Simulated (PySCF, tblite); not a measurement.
**C₅H₈BCl: geometry, infrared bands and NMR shifts**

Wanted: the infrared bands and NMR shifts of C₅H₈BCl (`CB[C@@]12C[C@@H]1[C@@H]2Cl`), by calculation.

Programs: tblite 0.8.0 and PySCF 2.14.0, with density-fitted response routines of our own. Each step states its level of theory. These are calculated values for one molecule in the gas phase, unless marked as measured. Atoms count from 0, in the outputs and in this text.

## (1) The molecule as given

15 atoms, charge 0, multiplicity 1; geometry from: force field or distance geometry start.

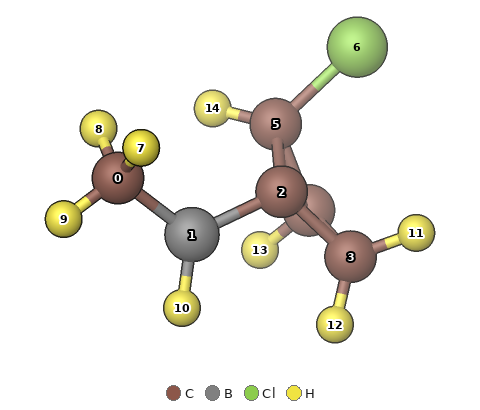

The starting geometry (carbon brown, boron grey, chlorine green, hydrogen yellow), atoms numbered; sticks join atoms by distance.

## (2) Optimising the geometry with GFN2-xTB

What the job is given:

```
{"job": {"kind": "relax", "xc": "GFN2-xTB", "basis": "xTB"}, "charge": 0, "multiplicity": 1}
C      2.251500    -0.162300    -0.218300
B      0.871900     0.646200    -0.106400
C     -0.411300    -0.060700     0.554400
C     -1.546700     0.920800     0.850600
C     -1.659700     0.040100    -0.365300
C     -0.910900    -1.262300    -0.235100
Cl    -1.778400    -2.443500     0.764500
H      2.561000    -0.508900     0.791000
H      2.115200    -1.033900    -0.889800
H      3.024200     0.504400    -0.627400
H      0.847800     1.780000    -0.411500
H     -2.217600     0.583500     1.684600
H     -1.384200     1.990900     0.644700
H     -1.412600     0.583500    -1.317300
H     -0.354600    -1.569700    -1.140500
```

Launch:

```
$ OMP_NUM_THREADS=1 python probes_run.py task.json out
```

This one command runs all jobs of the session in turn.

**Question.** This job is followed by: GFN2-xTB harmonic vibrations, gas phase; GIAO PBE0/pcSseg-1 NMR shielding, non-relativistic, gas phase. Predict these results of the whole session: strongest single infrared mode (GFN2-xTB); zero-point energy (GFN2-xTB); ¹³C shifts against TMS (PBE0/pcSseg-1); ¹H shifts against TMS (PBE0/pcSseg-1, means over atoms taken as alike); ¹¹B shifts against BF3·OEt2 (PBE0/pcSseg-1); ³⁵Cl shifts against HCl (PBE0/pcSseg-1).

As calculated:

```
                                                              quantity                                   value
                             strongest single infrared mode (GFN2-xTB)                   2623 cm⁻¹, 148 km/mol
                                          zero-point energy (GFN2-xTB)                           72.1 kcal/mol
                                ¹³C shifts against TMS (PBE0/pcSseg-1)        68.4, 37.5, 37.0, 26.5, 14.2 ppm
¹H shifts against TMS (PBE0/pcSseg-1, means over atoms taken as alike)  7.57, 4.51, 3.05, 2.43, 1.83, 1.05 ppm
                           ¹¹B shifts against BF3·OEt2 (PBE0/pcSseg-1)                                81.7 ppm
                               ³⁵Cl shifts against HCl (PBE0/pcSseg-1)                                  81 ppm
```

**Reading.** Over 84 steps the energy fell by 1.792 eV; of the close pairs, B1–C2 changed most, 1.607 to 1.518 Å. No mode is imaginary among the 39: a minimum at this level. The strongest single mode, at 2623 cm⁻¹, moves mainly H10. GFN2-xTB is a fitted tight-binding method: band positions and strengths are rough. Its intensities can rank the bands wrongly. The most deshielded carbon is C5 (three-membered-ring carbon bearing a halogen), at 68.4 ppm: deshielded by the electronegative neighbour. At PBE0/pcSseg-1: Shielding is most anisotropic at Cl6 (span 420 ppm, paramagnetic term -278 ppm).
